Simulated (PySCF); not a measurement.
## What a change does: NMR shielding calculation on CH₈BPSi

System: CH₈BPSi, SMILES BP[SiH2]C.
Method of run 1: GIAO PBE0/pcSseg-1 NMR shielding, non-relativistic, IEF-PCM water (PySCF 2.14.0).

The geometry comes from this level: PBE0-D3(BJ)/def2-SVP. Text and figures count atoms from 1; the logs count them from 0 in places.

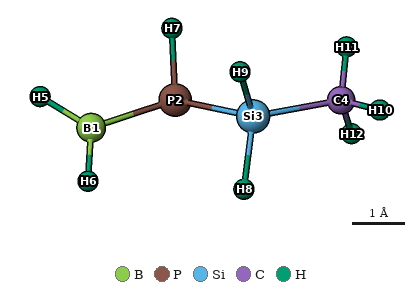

The structure (ball-and-stick view, seen at a tilt; atoms are numbered from 1 in the order of the input). Bond lengths as drawn: B–H 1.21 Å, B–P 1.85 Å, C–H 1.10 Å, C–Si 1.88 Å, H–P 1.42 Å, H–Si 1.49 to 1.50 Å and P–Si 2.25 Å.

## Input, run 1
```
{"job": {"kind": "nmr", "xc": "PBE0", "basis": "pcSseg-1", "solvent": "water", "pop": false}, "charge": 0, "multiplicity": 1}
B      2.624051     0.013643     0.659984
P      1.014496     0.922398     0.665946
Si    -0.583876    -0.477948    -0.063672
C     -2.272023     0.315317     0.137957
H      3.642824     0.578420     0.346364
H      2.648930    -1.107550     1.108023
H      1.104387     1.947719    -0.312044
H     -0.436265    -1.687195     0.800915
H     -0.366923    -0.871980    -1.490177
H     -3.066068    -0.377526    -0.181337
H     -2.350899     1.227959    -0.472687
H     -2.446750     0.589220     1.189195
```

The first line tells a small driver script what to run in PySCF; the rest is the geometry in Å.

Launched with:
```bash
OMP_NUM_THREADS=1 python <driver script> task.json out
```

Hardware: 1 CPU thread, shared host.

## Output (run 1)
```
coarse grid: 10384 points
cycle   1  E = -698.1831466459  dE = -7.198e-02  |g| = 3.124e-01  |ddm| = 2.895e+00
cycle   2  E = -698.1812540832  dE =  1.893e-03  |g| = 3.271e-01  |ddm| = 5.636e-01
cycle   3  E = -698.2103919727  dE = -2.914e-02  |g| = 2.377e-02  |ddm| = 2.845e-01
cycle   4  E = -698.2105306203  dE = -1.386e-04  |g| = 1.145e-02  |ddm| = 3.996e-02
cycle   5  E = -698.2105697735  dE = -3.915e-05  |g| = 1.492e-03  |ddm| = 1.583e-02
cycle   6  E = -698.2105703855  dE = -6.120e-07  |g| = 5.675e-04  |ddm| = 2.816e-03
final grid: 89248 points
cycle   7  E = -698.2327878341  dE = -1.729e-05  |g| = 5.510e-03  |ddm| = 1.857e-02
cycle   8  E = -698.2327849833  dE =  2.851e-06  |g| = 6.372e-03  |ddm| = 1.061e-02
cycle   9  E = -698.2327965488  dE = -1.157e-05  |g| = 2.115e-04  |ddm| = 5.909e-03
cycle  10  E = -698.2327965570  dE = -8.255e-09  |g| = 6.698e-05  |ddm| = 2.494e-04
cycle  11  E = -698.2327965582  dE = -1.185e-09  |g| = 2.522e-05  |ddm| = 9.363e-05
cycle  12  E = -698.2327965584  dE = -2.061e-10  |g| = 5.524e-06  |ddm| = 3.566e-05
converged SCF energy = -698.2327965584

GIAO shielding tensors (ppm)
atom      isotropic    diamagn.    paramagn.     s11        s22        s33       span
  0 B       17.715     196.458    -178.743    -88.186     -0.186    141.517    229.703
  1 P      445.396     971.392    -525.997    268.021    493.600    574.567    306.546
  2 Si     393.301     880.747    -487.446    349.206    396.101    434.597     85.391
  3 C      189.390     254.016     -64.626    182.499    189.872    195.799     13.300
  4 H       22.996      28.552      -5.556     14.810     26.464     27.714     12.905
  5 H       23.199      29.368      -6.169     14.212     26.687     28.699     14.486
  6 H       27.236      30.908      -3.672     22.600     25.526     33.583     10.983
  7 H       26.619      29.992      -3.373     23.140     25.131     31.585      8.445
  8 H       26.626      29.827      -3.201     22.543     25.573     31.761      9.218
  9 H       30.673      28.473       2.199     25.867     27.369     38.782     12.915
 10 H       30.701      30.220       0.481     26.081     28.670     37.351     11.270
 11 H       30.745      29.797       0.949     26.443     28.391     37.403     10.959
```

For run 2 the input was changed thus:
```diff
-"solvent": "water"
-"pop": false
+"solvent": "methanol"
+"pop": true
```

Predict how the results change.

The total energy of run 2 is 0.05 kcal/mol higher: the change of the electrostatic solvation energy at this fixed geometry, without cavity or dispersion terms. Of all shieldings, the largest change is that of P2, by +0.1 ppm. The number of SCF iterations is the same.

## Output (run 2)
```
coarse grid: 10384 points
cycle   1  E = -698.1830448967  dE = -7.189e-02  |g| = 3.125e-01  |ddm| = 2.896e+00
cycle   2  E = -698.1811229564  dE =  1.922e-03  |g| = 3.273e-01  |ddm| = 5.640e-01
cycle   3  E = -698.2103055021  dE = -2.918e-02  |g| = 2.376e-02  |ddm| = 2.851e-01
cycle   4  E = -698.2104440280  dE = -1.385e-04  |g| = 1.146e-02  |ddm| = 4.002e-02
cycle   5  E = -698.2104831742  dE = -3.915e-05  |g| = 1.491e-03  |ddm| = 1.585e-02
cycle   6  E = -698.2104837800  dE = -6.058e-07  |g| = 5.646e-04  |ddm| = 2.795e-03
final grid: 89248 points
cycle   7  E = -698.2327014832  dE = -1.728e-05  |g| = 5.509e-03  |ddm| = 1.856e-02
cycle   8  E = -698.2326985964  dE =  2.887e-06  |g| = 6.377e-03  |ddm| = 1.062e-02
cycle   9  E = -698.2327101957  dE = -1.160e-05  |g| = 2.101e-04  |ddm| = 5.926e-03
cycle  10  E = -698.2327102039  dE = -8.216e-09  |g| = 6.501e-05  |ddm| = 2.487e-04
cycle  11  E = -698.2327102050  dE = -1.105e-09  |g| = 2.445e-05  |ddm| = 9.216e-05
cycle  12  E = -698.2327102052  dE = -1.988e-10  |g| = 5.508e-06  |ddm| = 3.489e-05
converged SCF energy = -698.2327102052

GIAO shielding tensors (ppm)
atom      isotropic    diamagn.    paramagn.     s11        s22        s33       span
  0 B       17.725     196.449    -178.724    -88.112     -0.234    141.521    229.633
  1 P      445.459     971.386    -525.927    268.324    493.459    574.594    306.270
  2 Si     393.352     880.752    -487.401    349.290    396.169    434.596     85.306
  3 C      189.369     254.012     -64.643    182.485    189.845    195.778     13.294
  4 H       22.996      28.546      -5.550     14.813     26.462     27.713     12.899
  5 H       23.198      29.360      -6.162     14.217     26.681     28.696     14.479
  6 H       27.250      30.921      -3.670     22.617     25.545     33.590     10.973
  7 H       26.616      29.990      -3.374     23.137     25.127     31.584      8.448
  8 H       26.626      29.828      -3.203     22.543     25.574     31.760      9.218
  9 H       30.677      28.480       2.198     25.873     27.375     38.783     12.910
 10 H       30.708      30.227       0.481     26.091     28.679     37.354     11.263
 11 H       30.745      29.798       0.947     26.444     28.389     37.401     10.957
```

## The two runs side by side

| quantity | run 1 | run 2 |
| --- | --- | --- |
| outcome | converged | converged |
| total energy (hartree) | −698.232797 | −698.232710 |
| HOMO (eV) | −7.25 | −7.25 |
| LUMO (eV) | −1.62 | −1.62 |
| dipole moment (D) | 2.34 | 2.32 |
| shielding of B1 (ppm) | 17.7 | 17.7 |
| shielding of P2 (ppm) | 445.4 | 445.5 |
| shielding of Si3 (ppm) | 393.3 | 393.4 |
| shielding of C4 (ppm) | 189.4 | 189.4 |
| shielding of H7 (ppm) | 27.2 | 27.3 |
| shielding of H10 (ppm) | 30.7 | 30.7 |
| shielding of H11 (ppm) | 30.7 | 30.7 |
| SCF iterations | 12 | 12 |
| basis functions | 122 | 122 |
| wall time (shared host) | 5.3 s | 6.6 s |
